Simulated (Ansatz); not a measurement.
# How fast states decay through ZrH4N2F2, part 2 of 4

Wanted: the relaxed cell of ZrH4N2F2, its band edges and its decay constants. It is built by putting Zr for Sn in the SnH4N2F2 structure of space group C2/m, with the volume rescaled by atomic radii. The parent structure comes from the Materials Project.

Ansatz 0.2.0; r2SCAN DFT, plane waves, PAW files (the session's first sound run).

So far. Step 2 (Cell and atoms at rest): The largest force component on a free atom ends at 0.0042 eV/Å.

The structure was built from a prototype and need not be the compound's stable phase.

**3. Band edges**

The energy window and the wavevectors of the next steps follow from the band edges, so these are searched first, off the mesh as well.

The input, input.yaml:

```yaml
crystal:
  lattice:
    - [5.4838390138, -1.7160715324, -0.1456779178]
    - [5.4838390138, 1.7160715324, -0.1456779178]
    - [-1.5412403399, 0.0, 4.9511063868]
  atoms:
    - { symbol: Zr, position: [0.0, 0.0, 0.0] }
    - { symbol: H, position: [0.3837353585, 0.3837353585, 0.5593046533] }
    - { symbol: H, position: [0.6162646415, 0.6162646415, 0.4406953467] }
    - { symbol: H, position: [0.2929104305, 0.2929104305, 0.7559574857] }
    - { symbol: H, position: [0.7070895695, 0.7070895695, 0.2440425143] }
    - { symbol: "N", position: [0.386199319, 0.386199319, 0.757296719] }
    - { symbol: "N", position: [0.613800681, 0.613800681, 0.242703281] }
    - { symbol: F, position: [0.1139787146, 0.1139787146, 0.7724251044] }
    - { symbol: F, position: [0.8860212854, 0.8860212854, 0.2275748956] }
kpoints:
  mp_grid: { grid: [8, 8, 6] }
  band_path: { path: [VBM, CBM], npoints: 30 }
scf:
  occupations: { method: fixed }
hamiltonian:
  xc: r2scan
output:
  eigenvalues: true
  write_potential: true
  write_density: true
  volumetric_format: npy
```

Launch:

```bash
ansatz run input.yaml --threads 2 --pin off --max-ram 4096MiB --backend cpu --events-out ev --progress --plain --runs-dir out
```

Numbers of over 12 decimals in the logs are rounded to 6 here.

The log of the run:

```text
[...]
Crystal: 9 atoms, lattice volume = 92.416 Å³
Basis set: ecut = 500 eV, 2357 PW (Γ), exchange–correlation on 180×180×160 points (64 copies of the dense FFT grid, shifted against one another)
Bands: 29, of which v1, the nominal top of the filled ones, is band 20 counted from 1 (19 counted from 0)
Symmetry: 4 space group operations
[...]
k-points: 114 of 384
[...]
SCF iter   1: F=—  HF=-6656.269941 eV  |F-HF|=—  |Δ(HF+E_count)|=         —  Δρ=1.08e-2  dr2=2.14e-1  dr2_τ=5.25e-1  ethr=1.77e-3  ⟨swp⟩=4.6  Hψ=12959  notcnv=0  defer=665
[...]
SCF iter   8: F=-6656.132379 eV  HF=-6656.132379 eV  |F-HF|=6.57e-9  |Δ(HF+E_count)|=   8.76e-9  Δρ=3.13e-6  dr2=9.18e-9  dr2_τ=7.01e-10  ethr=2.50e-10  ⟨swp⟩=9.2  Hψ=13051  notcnv=0
SCF 1 converged in 8 iterations: F = -6656.132379 eV  dr2 = 9.18e-9
[...]
NSCF: frozen V_eff on 68 k-points
[...]
SCF converged after 8 iterations
Free energy (F): -6656.132379 eV
[...]
Internal energy: -6656.132379 eV  (E = F + TS)
E sigma→0 (E₀):  -6656.132379 eV
Fermi energy:    2.976807 eV
[...]
--- Band table (eV; the first three rows and the last of 114) ---
  k-point 0: bands = [... 16 lower, -0.2392, 0.6964, 1.1172, 2.9768, 6.3666, 7.8269, 8.0217, 8.2687, ... 5 higher]
  k-point 1: bands = [... 16 lower, -0.3094, 0.7042, 1.0122, 2.9430, 6.3570, 7.7947, 8.0324, 8.5821, ... 5 higher]
  k-point 2: bands = [... 16 lower, -0.3489, 0.7171, 0.8415, 2.8763, 6.3356, 7.7279, 8.0527, 9.3890, ... 5 higher]
  k-point 113: bands = [... 16 lower, -0.3846, 0.6805, 1.0282, 2.9665, 6.4360, 7.8783, 8.0318, 9.6542, ... 5 higher]
```

It took 21 s on 2 threads of Arm Neoverse V2, shared host; peak memory 0.83 GiB.

This step gave:

```yaml
free_energy: -6656.1324 eV
fermi_energy: 2.977 eV
gap_on_the_k_mesh: 3.328 eV
gap_on_path: 3.328 eV, by band count; negative where bands overlap
direct_gap_on_path: 3.390 eV
edge_places_on_path: 0, 0.605 1/A along the path
```

The electronic bands at the labelled points (eV, zero at the Fermi level (highest filled level under fixed occupations); v1 is the highest filled band, c1 the lowest empty one):

```
point     v4     v3     v2     v1    c1    c2    c3    c4
  VBM  -3.22  -2.28  -1.86   0.00  3.39  4.85  5.04  5.29
  CBM  -3.39  -2.24  -2.23  -0.09  3.33  4.92  5.01  6.93
```

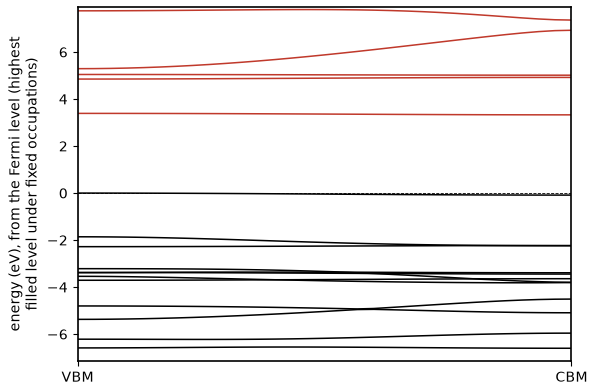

Electronic bands along the path; lines of filled and empty bands in two colours.

The searched edges give 3.33 eV, as on the mesh.

**4. Decaying states in the gap, plane (100), k-mesh 6×8×8**

This step: r2SCAN DFT, plane waves, PAW files; complex bands by layer matching along the plane's normal (Ansatz 0.2.0).

The same crystal is laid in a cell whose first two vectors span the (100) plane (indices of the standard conventional cell, whose axes can be ordered otherwise than in the bulk input). At fixed energy and wavevector in the plane the solver finds all kz, real and complex. A few wavevectors are listed, (0, 0) and (0.5, 0) in units of the plane's reciprocal vectors; the slowest state needn't be among them.

The input, input.yaml:

```yaml
crystal:
  lattice:
    - [5.185448509, 0.0, 0.0]
    - [0.0, 3.432143065, 0.0]
    - [-1.769023597, 1.716071532, 5.192712961]
  atoms:
    - { symbol: Zr, position: [0.0, 0.0, 0.0] }
    - { symbol: H, position: [0.5593046533, 0.6162646415, 0.767470717] }
    - { symbol: H, position: [0.4406953467, 0.3837353585, 0.232529283] }
    - { symbol: H, position: [0.7559574857, 0.7070895695, 0.585820861] }
    - { symbol: H, position: [0.2440425143, 0.2929104305, 0.414179139] }
    - { symbol: "N", position: [0.757296719, 0.613800681, 0.772398638] }
    - { symbol: "N", position: [0.242703281, 0.386199319, 0.227601362] }
    - { symbol: F, position: [0.7724251044, 0.8860212854, 0.2279574292] }
    - { symbol: F, position: [0.2275748956, 0.1139787146, 0.7720425708] }
kpoints:
  mp_grid: { grid: [6, 8, 8] }
scf:
  occupations: { method: fixed }
hamiltonian:
  xc: r2scan
output:
  eigenvalues: true
  transmission:
    leads: [[0, 0]]
    kpoints: [[0.0, 0.0], [0.5, 0.0]]
    e_range: [-1.0, 4.33]
    de: 0.11
```

The log of the run:

```text
[...]
Crystal: 9 atoms, lattice volume = 92.416 Å³
Basis set: ecut = 500 eV, 2357 PW (Γ), exchange–correlation on 160×108×180 points (64 copies of the dense FFT grid, shifted against one another)
Bands: 29, of which v1, the nominal top of the filled ones, is band 20 counted from 1 (19 counted from 0)
Symmetry: 4 space group operations
[...]
k-points: 114 of 384
[...]
SCF iter   1: F=—  HF=-6656.269889 eV  |F-HF|=—  |Δ(HF+E_count)|=         —  Δρ=1.08e-2  dr2=2.14e-1  dr2_τ=5.25e-1  ethr=1.77e-3  ⟨swp⟩=4.6  Hψ=12999  notcnv=0  defer=665
[...]
SCF iter   8: F=-6656.132379 eV  HF=-6656.132379 eV  |F-HF|=7.36e-9  |Δ(HF+E_count)|=   7.08e-9  Δρ=3.18e-6  dr2=9.63e-9  dr2_τ=7.32e-10  ethr=2.50e-10  ⟨swp⟩=9.2  Hψ=13231  notcnv=0
SCF 1 converged in 8 iterations: F = -6656.132379 eV  dr2 = 9.63e-9
[...]
transmission: 9 of 18 steps passed
transmission: 18 of 18 steps passed
SCF converged after 8 iterations
Free energy (F): -6656.132379 eV
[...]
Internal energy: -6656.132379 eV  (E = F + TS)
E sigma→0 (E₀):  -6656.132379 eV
Fermi energy:    2.976809 eV
[...]
--- Band table (eV; the first three rows and the last of 114) ---
  k-point 0: bands = [... 16 lower, -0.2392, 0.6964, 1.1172, 2.9768, 6.3666, 7.8269, 8.0217, 8.2687, ... 5 higher]
  k-point 1: bands = [... 16 lower, -0.2560, 0.7037, 1.0373, 2.9641, 6.3588, 7.8395, 8.0175, 8.4256, ... 5 higher]
  k-point 2: bands = [... 16 lower, -0.3589, 0.7212, 0.8757, 2.9335, 6.3378, 7.8651, 8.0070, 8.8554, ... 5 higher]
  k-point 113: bands = [... 16 lower, -0.1842, 0.2084, 0.5307, 2.1443, 6.9062, 7.3128, 8.1659, 11.0117, ... 5 higher]
--- Transmission ---
  basis      : 187 plane waves across, 9 finite elements along
  points     : 2, as listed
  energies   : 49 from -1.000000 to 4.280000 eV about the Fermi level, 0.110000 eV apart; the leads are filled to 1.663928 eV, and channels, transmission and decay are at 1.640000 eV
  crystal 0  : H4F2N2Zr1, at the sites [0, 0], period 5.1927 Å: whole cells are its period
    offset         : up to 0.0000 Å between an atom of the period and one for which it stands
    channels       : 0.000000e0 a spin
    conductance    : none, the energies end too early or step too widely for 300 K: set another output.transmission.e_range or a lower de, or, where they end at an eighth of basis.ecutwfc, a higher one
    slowest decay  : 0.4889 /Å at (0.0000, 0.0000)
```

Wall time 32 s (2 threads); peak memory 0.7 GiB; 53 s of CPU time.

Numbers from this step:

```
level to which the leads are filled                       : 1.664 eV from the Fermi level
decay constant at the filling level, zone centre          : 0.4889 Å⁻¹
decay constant at the filling level, slowest listed point : 0.4889 Å⁻¹
```

K parallel (0, 0); values up to 1.5 1/Å, a degenerate pair printed once or twice; energies at which all values exceed this have no row. Im kz of the slowest decaying states against energy, zero at the highest filled level on the SCF mesh:

```
energy (eV)  decay 1 (Å⁻¹)  decay 2 (Å⁻¹)  decay 3 (Å⁻¹)  decay 4 (Å⁻¹)
     -1.000          0.368          0.734          0.758          0.891
     -0.450          0.428          0.569          0.780          0.901
     -0.010          0.457          0.793          0.897          0.942
      0.540          0.480          0.623          0.804          0.884
      0.980          0.489          0.719          0.809          0.865
      1.530          0.490          0.783          0.812          0.831
      1.970          0.483          0.792          0.810          0.812
      2.520          0.464          0.714          0.803          0.831
      2.960          0.437          0.587          0.792          0.816
      3.510          0.392          0.770          0.793          0.832
      3.950          0.401          0.559          0.736          0.793
```

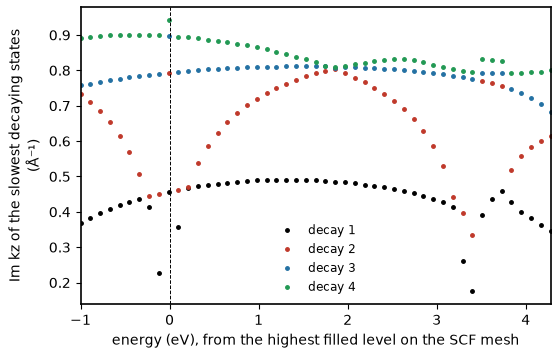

Im kz of the slowest decaying states against energy.

K parallel (0.5, 0); values up to 1.5 1/Å, a degenerate pair printed once or twice; energies at which all values exceed this have no row. Table of Im kz of the slowest decaying states by energy, zero at the highest filled level on the SCF mesh:

```
energy (eV)  decay 1 (Å⁻¹)  decay 2 (Å⁻¹)  decay 3 (Å⁻¹)  decay 4 (Å⁻¹)
     -1.000          0.415          0.516          0.648          0.892
     -0.450          0.479          0.481          0.559          0.930
     -0.010         0.0301          0.514          0.581          0.954
      0.540          0.544          0.569          0.598          0.972
      0.980          0.560          0.604          0.664          0.970
      1.530          0.572          0.604          0.729          0.884
      1.970          0.575          0.596          0.759          0.816
      2.520          0.571          0.573          0.713          0.779
      2.960          0.511          0.562          0.609          0.784
      3.510          0.245          0.535          0.536          0.776
      3.950          0.479          0.538          0.757          0.971
```

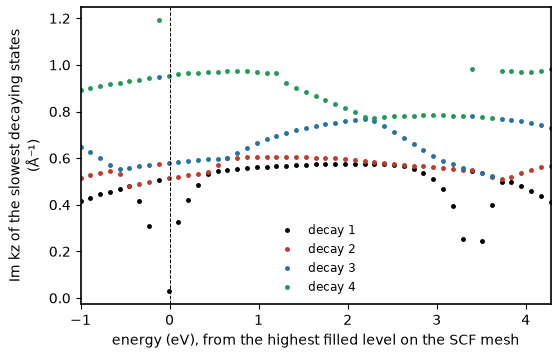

Im kz of the slowest decaying states against energy.

At the listed wavevectors the last open channel is at -0.01 eV and the next at +3.40 eV on the grid. At +1.64 eV, the grid energy nearest the filling level (the middle of the gap on the SCF mesh), the slowest state at the listed wavevectors decays with κ = 0.489 Å⁻¹, its amplitude falling by e over 2.0 Å. Through 1 nm of this crystal that state's transmission falls by exp(−2 × 0.489 Å⁻¹ × 10 Å) = 5.7e-5.

**5. Complex bands, plane (001), k-mesh 8×8×6**

The same for the (001) plane, at (0, 0), (0, -0.5) and (0.5, 0), to see how the decay depends on direction.

The input, input.yaml:

```yaml
crystal:
  lattice:
    - [3.432143065, 0.0, 0.0]
    - [1.716071532, 5.485773636, 0.0]
    - [0.0, -1.672176321, 4.908431785]
  atoms:
    - { symbol: Zr, position: [0.0, 0.0, 0.0] }
    - { symbol: H, position: [0.6162646415, 0.767470717, 0.5593046533] }
    - { symbol: H, position: [0.3837353585, 0.232529283, 0.4406953467] }
    - { symbol: H, position: [0.7070895695, 0.585820861, 0.7559574857] }
    - { symbol: H, position: [0.2929104305, 0.414179139, 0.2440425143] }
    - { symbol: "N", position: [0.613800681, 0.772398638, 0.757296719] }
    - { symbol: "N", position: [0.386199319, 0.227601362, 0.242703281] }
    - { symbol: F, position: [0.8860212854, 0.2279574292, 0.7724251044] }
    - { symbol: F, position: [0.1139787146, 0.7720425708, 0.2275748956] }
kpoints:
  mp_grid: { grid: [8, 8, 6] }
scf:
  occupations: { method: fixed }
hamiltonian:
  xc: r2scan
output:
  eigenvalues: true
  transmission:
    leads: [[0, 0]]
    kpoints: [[0.0, 0.0], [0.0, -0.5], [0.5, 0.0]]
    e_range: [-1.0, 4.33]
    de: 0.09
```

The log of the run:

```text
[...]
Crystal: 9 atoms, lattice volume = 92.416 Å³
Basis set: ecut = 500 eV, 2357 PW (Γ), exchange–correlation on 108×180×160 points (64 copies of the dense FFT grid, shifted against one another)
Bands: 29, of which v1, the nominal top of the filled ones, is band 20 counted from 1 (19 counted from 0)
Symmetry: 4 space group operations
[...]
k-points: 114 of 384
[...]
SCF iter   1: F=—  HF=-6656.269912 eV  |F-HF|=—  |Δ(HF+E_count)|=         —  Δρ=1.08e-2  dr2=2.14e-1  dr2_τ=5.25e-1  ethr=1.77e-3  ⟨swp⟩=4.6  Hψ=12991  notcnv=0  defer=663
[...]
SCF iter   8: F=-6656.132379 eV  HF=-6656.132379 eV  |F-HF|=6.85e-9  |Δ(HF+E_count)|=   1.08e-8  Δρ=3.17e-6  dr2=9.36e-9  dr2_τ=7.00e-10  ethr=2.50e-10  ⟨swp⟩=9.2  Hψ=13118  notcnv=0
SCF 1 converged in 8 iterations: F = -6656.132379 eV  dr2 = 9.36e-9
[...]
transmission: 8 of 24 steps passed
transmission: 16 of 24 steps passed
transmission: 24 of 24 steps passed
SCF converged after 8 iterations
Free energy (F): -6656.132379 eV
[...]
Internal energy: -6656.132379 eV  (E = F + TS)
E sigma→0 (E₀):  -6656.132379 eV
Fermi energy:    2.976807 eV
[...]
--- Band table (eV; the first three rows and the last of 114) ---
  k-point 0: bands = [... 16 lower, -0.2392, 0.6964, 1.1172, 2.9768, 6.3666, 7.8269, 8.0217, 8.2687, ... 5 higher]
  k-point 1: bands = [... 16 lower, -0.3094, 0.7042, 1.0122, 2.9430, 6.3570, 7.7947, 8.0324, 8.5821, ... 5 higher]
  k-point 2: bands = [... 16 lower, -0.3489, 0.7171, 0.8415, 2.8763, 6.3356, 7.7279, 8.0527, 9.3890, ... 5 higher]
  k-point 113: bands = [... 16 lower, -0.1842, 0.2084, 0.5307, 2.1443, 6.9062, 7.3128, 8.1659, 11.0117, ... 5 higher]
--- Transmission ---
  basis      : 199 plane waves across, 8 finite elements along
  points     : 3, as listed
[...]
crystal 0  : H4N2F2Zr1, at the sites [0, 0], period 4.9084 Å: whole cells are its period
[...]
channels       : 0.000000e0 a spin
[...]
slowest decay  : 0.5268 /Å at (0.0000, 0.0000)
```

It took 38 s on 2 threads; peak memory 0.8 GiB.

This step gave:

| Item | Value |
| --- | --- |
| decay constant at the filling level, zone centre | 0.5268 Å⁻¹ |
| decay constant at the filling level, slowest listed point | 0.5268 Å⁻¹ |

K parallel (0, 0); values up to 1.5 1/Å, a degenerate pair printed once or twice; energies at which all values exceed this have no row. Table of Im kz of the slowest decaying states by energy, zero at the highest filled level on the SCF mesh:

```
energy (eV)  decay 1 (Å⁻¹)  decay 2 (Å⁻¹)  decay 3 (Å⁻¹)  decay 4 (Å⁻¹)
     -1.000          0.419          0.774          0.820          0.834
     -0.460          0.479          0.515          0.884           1.00
     -0.010          0.508          0.969           1.05           1.11
      0.530          0.527          0.570          0.911           1.10
      0.980          0.533          0.671          0.894           1.09
      1.520          0.530          0.735          0.878           1.07
      1.970          0.520          0.766          0.864          0.987
      2.510          0.497          0.785          0.846          0.866
      2.960          0.468          0.710          0.788          0.829
      3.500          0.449          0.779          0.808          0.978
      4.040          0.383          0.736          0.736          0.748
```

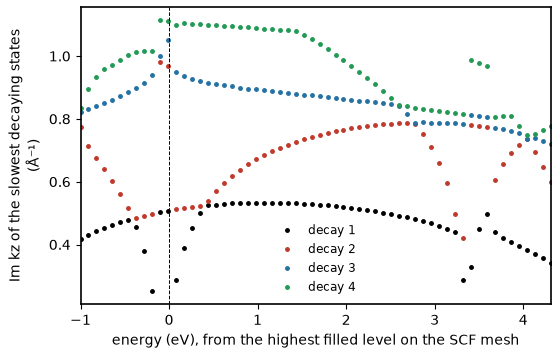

Im kz of the slowest decaying states against energy.

K parallel (0, -0.5); values up to 1.5 1/Å, a degenerate pair printed once or twice; energies at which all values exceed this have no row. Table of Im kz of the slowest decaying states by energy, zero at the highest filled level on the SCF mesh:

```
energy (eV)  decay 1 (Å⁻¹)  decay 2 (Å⁻¹)  decay 3 (Å⁻¹)  decay 4 (Å⁻¹)
     -1.000          0.467          0.617          0.777          0.926
     -0.460          0.535          0.655          0.728          0.958
     -0.010         0.0399          0.574          0.675          0.869
      0.530          0.606          0.656          0.690          0.923
      0.980          0.624          0.696          0.750          0.946
      1.520          0.638          0.694          0.809          0.874
      1.970          0.643          0.686          0.801          0.836
      2.510          0.642          0.653          0.710          0.852
      2.960          0.523          0.636          0.670          0.855
      3.500          0.218          0.621          0.637          0.799
      4.040          0.595          0.605          0.646          0.810
```

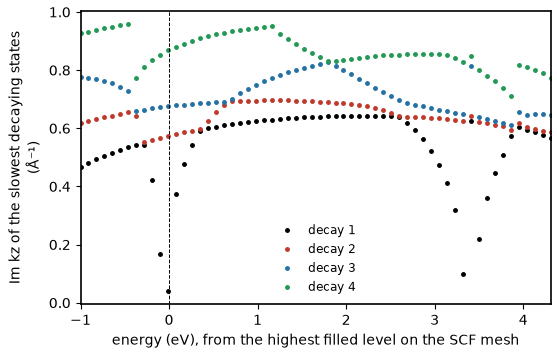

Im kz of the slowest decaying states, plotted against energy.

K parallel (0.5, 0); values up to 1.5 1/Å, a degenerate pair printed once or twice; energies at which all values exceed this have no row. The Im kz of the slowest decaying states by energy, zero at the highest filled level on the SCF mesh:

```
energy (eV)  decay 1 (Å⁻¹)  decay 2 (Å⁻¹)  decay 3 (Å⁻¹)  decay 4 (Å⁻¹)
     -1.000          0.299          0.631          0.847          0.984
     -0.460          0.432          0.568          0.664          0.890
     -0.010          0.549          0.651          0.681          0.920
      0.530          0.627          0.691          0.713          0.949
      0.980          0.667          0.691          0.749          0.968
      1.520          0.681          0.694          0.777          0.984
      1.970          0.661          0.698          0.792          0.991
      2.510          0.621          0.683          0.799          0.997
      2.960          0.565          0.650          0.797          0.998
      3.500          0.439          0.574          0.782          0.974
      4.040          0.402          0.748          0.945           1.03
```

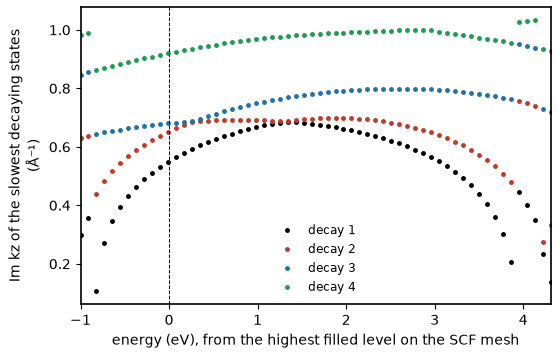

Im kz of the slowest decaying states, plotted against energy.

At the listed wavevectors the last open channel is at -0.01 eV and the next at +3.41 eV on the grid. At +1.70 eV, the grid energy nearest the filling level (the middle of the gap on the SCF mesh), the slowest state at the listed wavevectors decays with κ = 0.527 Å⁻¹, its amplitude falling by e over 1.9 Å; the first such run, plane (100), gave 0.489 Å⁻¹.

[end of part 2 of 4]

[Logs are printed without paths, hosts, clocks, repeated set-up lines and the standing remarks that a program may print on its own settings, such as how far it seeks lower states.]

[Hosts, paths, dates, database ids (printed as entryN), source tags and the programs' standing remarks are cut or masked in the printed files.]
